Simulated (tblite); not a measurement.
# Geometry relaxation, with input and output: C$_{4}$H$_{9}$OSi

The run: geometry relaxation of C$_{4}$H$_{9}$OSi, multiplicity 2. Method and program: GFN2-xTB geometry optimisation, gas phase (tblite 0.8.0).

It belongs to a series of runs on one base structure; here: H removed from sp2 C.

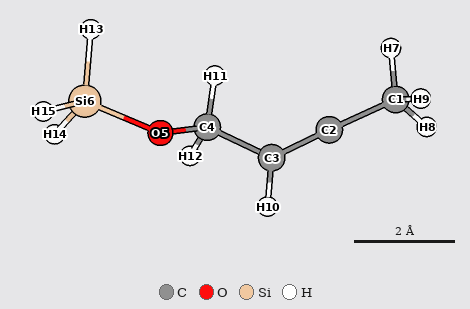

The input geometry (ball-and-stick view, seen on its broad side; atoms are numbered from 1 in the order of the input). Bond lengths as drawn: C–C 1.29 to 1.51 Å, C–H 1.09 to 1.10 Å, C–O 1.43 Å, H–Si 1.48 to 1.49 Å and O–Si 1.67 Å.

### The input
```
{"job": {"kind": "relax", "xc": "GFN2-xTB", "basis": "xTB"}, "charge": 0, "multiplicity": 2}
C      3.217200     0.053400     0.265500
C      1.821200    -0.357500     0.491900
C      0.603900    -0.733000     0.719400
C     -0.579300    -0.346500    -0.142600
O     -1.610500     0.099400     0.739600
Si    -3.032300     0.628500     0.042200
H      3.258500     0.804100    -0.537200
H      3.834500    -0.792400    -0.020200
H      3.644700     0.494700     1.170800
H      0.384600    -1.380400     1.566200
H     -0.300100     0.429800    -0.849600
H     -0.913900    -1.245100    -0.685700
H     -2.741900     1.771000    -0.847400
H     -3.613000    -0.474900    -0.754200
H     -3.978000     1.056800     1.107100
```

The first line tells a small driver script what to run in tblite; the rest is the geometry in Å.

Launched with:
```bash
OMP_NUM_THREADS=1 python <driver script> task.json out
```

### Output
```
step      E/eV     max force
  0    -513.40709    1.515
  1    -513.48383    0.784
  2    -513.51225    0.395
  3    -513.52247    0.338
  4    -513.53002    0.471
  5    -513.53553    0.289
  6    -513.54384    0.309
  7    -513.55800    0.365
  8    -513.56451    0.221
  9    -513.57056    0.203
 10    -513.57425    0.209
 11    -513.57904    0.224
 12    -513.58389    0.210
 13    -513.58837    0.195
 14    -513.59217    0.226
 15    -513.59607    0.277
 16    -513.60048    0.255
 17    -513.60572    0.213
 18    -513.61233    0.269
 19    -513.62076    0.394
 20    -513.63042    0.439
 21    -513.64025    0.314
 22    -513.64863    0.211
 23    -513.65456    0.206
 24    -513.65992    0.250
 25    -513.66620    0.275
 26    -513.67208    0.185
 27    -513.67627    0.142
 28    -513.67881    0.117
 29    -513.68037    0.131
 30    -513.68201    0.136
 31    -513.68388    0.092
 32    -513.68722    0.101
 33    -513.68856    0.121
 34    -513.69133    0.129
 35    -513.69327    0.105
 36    -513.69581    0.128
 37    -513.69861    0.146
 38    -513.70226    0.174
 39    -513.70632    0.149
 40    -513.71022    0.153
 41    -513.71362    0.177
 42    -513.71696    0.166
 43    -513.72059    0.130
 44    -513.72349    0.129
 45    -513.72554    0.130
 46    -513.72745    0.112
 47    -513.72987    0.122
 48    -513.73228    0.112
 49    -513.73383    0.095
 50    -513.73457    0.089
 51    -513.73507    0.064
 52    -513.73548    0.042
 53    -513.73574    0.042
 54    -513.73583    0.019
 55    -513.73587    0.017
 56    -513.73592    0.025
 57    -513.73601    0.033
 58    -513.73607    0.025
 59    -513.73611    0.011
 60    -513.73613    0.011
 61    -513.73616    0.017
 62    -513.73619    0.024
 63    -513.73623    0.019
 64    -513.73626    0.011
 65    -513.73627    0.010
 66    -513.73629    0.014
 67    -513.73630    0.015
 68    -513.73632    0.010
```

### Trajectory as extended XYZ (Å, eV, eV/Å), 7 of the 69 frames kept, from step=0 to step=68
```
15
Properties=species:S:1:pos:R:3:forces:R:3 step=0 energy=-513.40709
C     3.2172    0.0534    0.2655   -1.0580   0.0050   0.1180
C     1.8212   -0.3575    0.4919    0.7020   0.1440  -0.0060
C     0.6039   -0.7330    0.7194    1.1450   0.1940  -0.2210
C    -0.5793   -0.3465   -0.1426   -0.3790  -0.3410   0.9890
O    -1.6105    0.0994    0.7396   -0.8450   0.3030  -1.2210
Si   -3.0323    0.6285    0.0422    0.2460  -0.0750   0.5340
H     3.2585    0.8041   -0.5372    0.0990  -0.0600   0.0910
H     3.8345   -0.7924   -0.0202   -0.0460  -0.1620  -0.0770
H     3.6447    0.4947    1.1708   -0.1290   0.0050  -0.0490
H     0.3846   -1.3804    1.5662   -0.3620  -0.0330   0.0030
H    -0.3001    0.4298   -0.8496   -0.0120   0.1050  -0.1020
H    -0.9139   -1.2451   -0.6857   -0.0690   0.1980  -0.0060
H    -2.7419    1.7710   -0.8474   -0.0080  -0.1760   0.0790
H    -3.6130   -0.4749   -0.7542    0.1050   0.1740   0.1050
H    -3.9780    1.0568    1.1071    0.6110  -0.2800  -0.2370
15
Properties=species:S:1:pos:R:3:forces:R:3 step=11 energy=-513.57904
C     3.1840    0.0604    0.2634    0.1000   0.0170   0.0180
C     1.8413   -0.3606    0.5433   -0.2050  -0.0520   0.0740
C     0.6231   -0.7156    0.7491    0.0190   0.0280  -0.0660
C    -0.5768   -0.3416   -0.1169    0.1130  -0.0510  -0.0900
O    -1.6508    0.1174    0.6515    0.0530   0.0020  -0.0310
Si   -3.0440    0.6353    0.0029    0.0330  -0.0180  -0.1300
H     3.2703    0.8059   -0.5374   -0.1590   0.0330  -0.0600
H     3.7866   -0.7989   -0.0314    0.0430  -0.0620   0.0090
H     3.6198    0.5047    1.1593    0.0870   0.0250   0.0710
H     0.3243   -1.3741    1.5666    0.0000   0.0250   0.0660
H    -0.2825    0.4243   -0.8452    0.0040  -0.0670  -0.0080
H    -0.8932   -1.2440   -0.6619    0.0460   0.0520  -0.0510
H    -2.7747    1.7755   -0.8935   -0.1000  -0.1050   0.0710
H    -3.6561   -0.4490   -0.7892    0.0060   0.1430   0.0500
H    -3.7757    0.9684    1.2053   -0.0410   0.0290   0.0780
15
Properties=species:S:1:pos:R:3:forces:R:3 step=23 energy=-513.65456
C     3.1454    0.0578    0.3001    0.0590   0.0020  -0.0360
C     1.8789   -0.4473    0.7818    0.0720   0.0790  -0.1030
C     0.6229   -0.7302    0.7707   -0.0510   0.0050   0.1110
C    -0.4884   -0.3749   -0.2197   -0.0330   0.0490   0.0320
O    -1.5914    0.1008    0.4972    0.0240   0.0570  -0.0520
Si   -3.0384    0.6411    0.0140    0.0310  -0.0140   0.0260
H     3.0759    0.7797   -0.5224   -0.1970   0.0040  -0.0600
H     3.7577   -0.7759   -0.0398    0.0340  -0.0850  -0.0580
H     3.6877    0.5531    1.1069   -0.0360   0.0280   0.0970
H     0.2136   -1.2683    1.6216   -0.1670  -0.0970   0.0240
H    -0.1423    0.3749   -0.9377    0.0370   0.0560  -0.0040
H    -0.7901   -1.2722   -0.7785    0.1050  -0.0390   0.0270
H    -2.9388    1.8009   -0.8765    0.0750   0.0850   0.0480
H    -3.7729   -0.3566   -0.7702   -0.0060  -0.1080   0.0520
H    -3.6241    0.9251    1.3182    0.0530  -0.0210  -0.1060
15
Properties=species:S:1:pos:R:3:forces:R:3 step=34 energy=-513.69133
C     3.0882    0.0476    0.2930   -0.0130   0.0060   0.0120
C     1.8766   -0.5012    0.8667    0.0390   0.0110   0.0150
C     0.6098   -0.7291    0.8202    0.0120  -0.0880   0.0940
C    -0.4228   -0.3593   -0.2422    0.0530  -0.0280   0.0070
O    -1.5485    0.1238    0.4138    0.0210   0.0300   0.0280
Si   -3.0158    0.6428   -0.0047   -0.0270   0.0160   0.0160
H     2.8831    0.7500   -0.5260    0.0260  -0.0390   0.0070
H     3.7158   -0.7647   -0.0787   -0.0130   0.0730  -0.0370
H     3.6429    0.5805    1.0693    0.0170   0.0210  -0.0770
H     0.1290   -1.2560    1.6377   -0.0640  -0.0530   0.0560
H    -0.0177    0.3785   -0.9436   -0.0210   0.0610   0.0300
H    -0.6676   -1.2723   -0.8019   -0.0810   0.0040  -0.0550
H    -2.9437    1.8460   -0.8396    0.0010  -0.0290  -0.0370
H    -3.7811   -0.3844   -0.7208    0.0390   0.0140  -0.0360
H    -3.5525    0.9059    1.3226    0.0130   0.0010  -0.0240
15
Properties=species:S:1:pos:R:3:forces:R:3 step=45 energy=-513.72554
C     2.9854    0.0513    0.2439    0.0390  -0.0130   0.0260
C     1.8678   -0.5759    0.9270   -0.0270  -0.0720   0.0300
C     0.6005   -0.8282    0.8927    0.0360   0.0540   0.0210
C    -0.3863   -0.3286   -0.1594    0.0720   0.0080   0.0110
O    -1.4940    0.1935    0.5004    0.0130  -0.0290  -0.0830
Si   -2.9530    0.6476   -0.0262    0.0510  -0.0020  -0.0260
H     2.6723    0.7154   -0.5732   -0.0500  -0.0360   0.0410
H     3.6386   -0.7175   -0.1694    0.0160   0.0060  -0.0300
H     3.5648    0.6415    0.9557    0.0060   0.0240  -0.0200
H     0.1005   -1.3775    1.6816    0.0530  -0.0570  -0.0160
H     0.1053    0.4354   -0.7717   -0.0860   0.0880  -0.0420
H    -0.6738   -1.1589   -0.8215   -0.0510   0.0060   0.0920
H    -2.8548    1.8157   -0.9081   -0.0230  -0.0230  -0.0180
H    -3.6097   -0.4388   -0.7617   -0.0040   0.0200  -0.0200
H    -3.5681    0.9330    1.2559   -0.0440   0.0250   0.0350
15
Properties=species:S:1:pos:R:3:forces:R:3 step=57 energy=-513.73601
C     2.9749    0.0453    0.2350   -0.0140  -0.0060  -0.0070
C     1.8848   -0.6166    0.9343    0.0310   0.0030  -0.0100
C     0.6118   -0.8400    0.9078   -0.0060  -0.0030   0.0100
C    -0.3821   -0.3047   -0.1199   -0.0080   0.0000  -0.0010
O    -1.4927    0.2122    0.5415    0.0000  -0.0040   0.0010
Si   -2.9389    0.6514   -0.0343   -0.0070  -0.0090   0.0020
H     2.6070    0.6932   -0.5706   -0.0040   0.0080   0.0010
H     3.6421   -0.6978   -0.2020    0.0080  -0.0060  -0.0050
H     3.5525    0.6584    0.9271   -0.0070   0.0030   0.0120
H     0.1262   -1.4426    1.6661    0.0010   0.0040  -0.0020
H     0.0889    0.4721   -0.7336    0.0090   0.0000   0.0090
H    -0.6853   -1.1299   -0.7794    0.0010  -0.0090  -0.0030
H    -2.8293    1.7980   -0.9415    0.0030   0.0100  -0.0100
H    -3.5583   -0.4482   -0.7833   -0.0080   0.0040   0.0020
H    -3.6061    0.9570    1.2187    0.0000   0.0050   0.0000
15
Properties=species:S:1:pos:R:3:forces:R:3 step=68 energy=-513.73632
C     2.9739    0.0452    0.2322   -0.0070   0.0000  -0.0010
C     1.8877   -0.6247    0.9295    0.0070   0.0060   0.0040
C     0.6134   -0.8431    0.9107   -0.0010   0.0030   0.0030
C    -0.3814   -0.3067   -0.1163   -0.0030  -0.0030  -0.0020
O    -1.4954    0.2071    0.5416    0.0000  -0.0020   0.0010
Si   -2.9393    0.6522   -0.0366   -0.0010  -0.0030   0.0010
H     2.6019    0.6965   -0.5690   -0.0010   0.0040   0.0000
H     3.6470   -0.6904   -0.2091   -0.0010   0.0000   0.0030
H     3.5456    0.6583    0.9299    0.0000  -0.0030  -0.0020
H     0.1296   -1.4441    1.6713   -0.0010  -0.0030  -0.0060
H     0.0921    0.4719   -0.7260   -0.0030   0.0020   0.0020
H    -0.6810   -1.1310   -0.7787    0.0010  -0.0060  -0.0050
H    -2.8256    1.7971   -0.9465    0.0070  -0.0010  -0.0020
H    -3.5677   -0.4445   -0.7828    0.0010   0.0040   0.0030
H    -3.6053    0.9643    1.2156    0.0020   0.0040   0.0010
```

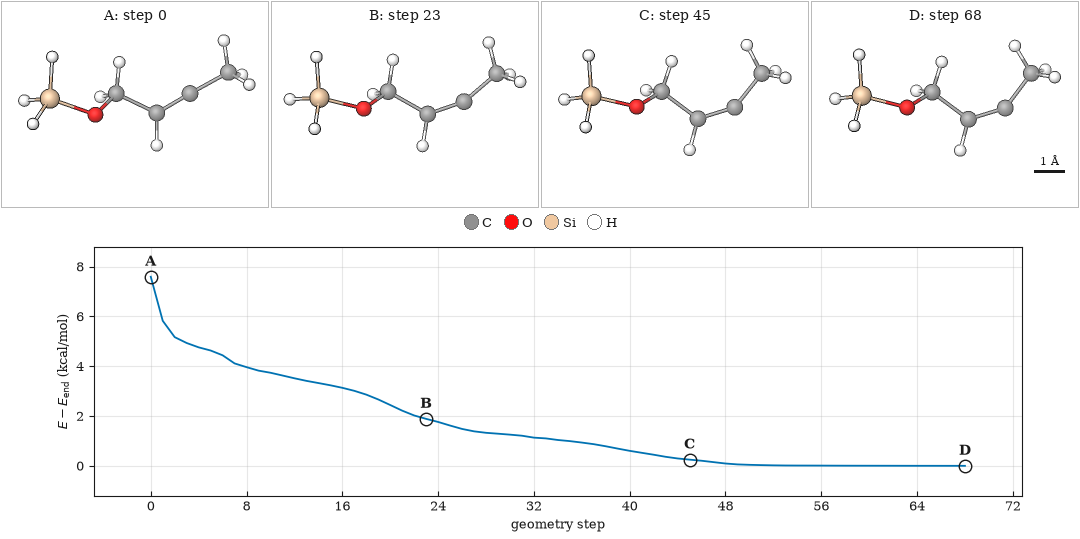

Frames of the relaxation (ball-and-stick view, seen at an oblique angle) above the curves, on which the letters mark them (steps are counted from 0).

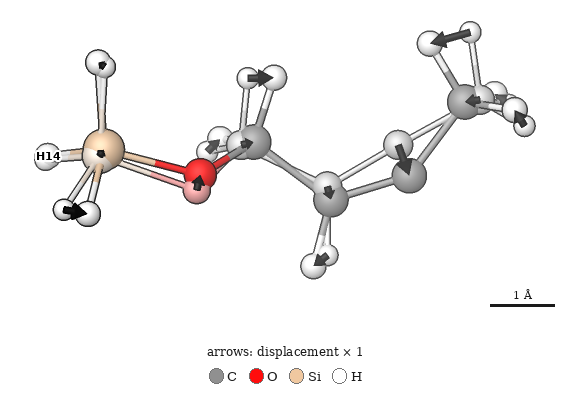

Start (faint) and end (solid) with the displacements as black arrows, at true length (ball-and-stick view, seen at an oblique angle). The two geometries are laid on each other by the best rigid fit. Over 68 geometry steps the energy falls by 7.59 kcal/mol. The largest force component goes from 1.2 to 0.007 eV/Å. The largest move after the best rigid fit is that of H7, 0.66 Å. Largest moves by element: H 0.66 Å, C 0.52 Å, O 0.25 Å, Si 0.12 Å. Among the contacts that change: O5–Si6 1.670 → 1.618 Å, C4–O5 1.428 → 1.392 Å, Si6–H15 1.487 → 1.452 Å, C1–C2 1.473 → 1.454 Å. Among the angles that change: C1–C2–C3 178.5° → 143.8°, C4–O5–Si6 117.1° → 130.3°, O5–Si6–H15 109.5° → 99.2°. (Atoms are counted from 1 in the order of the input.)

### Key numbers

```tsv
quantity	value
outcome	converged
total energy	−513.7363 eV
hardware	1 CPU thread, shared host
peak memory	0.18 GiB
```
